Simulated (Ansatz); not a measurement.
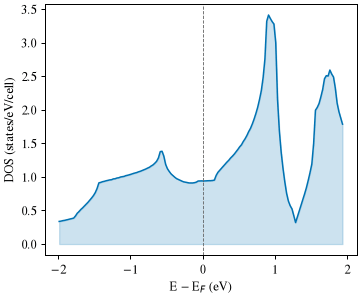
Figure. Density of states of LuAu (Pm-3m) near the Fermi level, PBEsol, rigid bands in Ansatz (a quantum-chemistry and plane-wave program).

**Question.** With 2 atoms a cell, what bare Sommerfeld coefficient γ = (π²/3) k_B² N(E_F) follows?

**Answer.** N(E_F) ≈ 0.94 states/eV a cell at 300 K, so γ ≈ 1.11 mJ/(mol of atoms·K²), before electron-phonon enhancement.

**Question.** How far does the Fermi level move in a rigid band for 0.1 electron a cell added or removed?

**Answer.** 106 meV and -107 meV.

A metal at this level (no band gap); rigid bands, thermally averaged at 300 K, both spins. Spin-orbit coupling is left out, which matters with elements this heavy. Geometry: cell and atoms relaxed with PBEsol.

Formula and space group known from diffraction (Crystallography Open Database), not checked to be the room-temperature form: LuAu (Pm-3m).
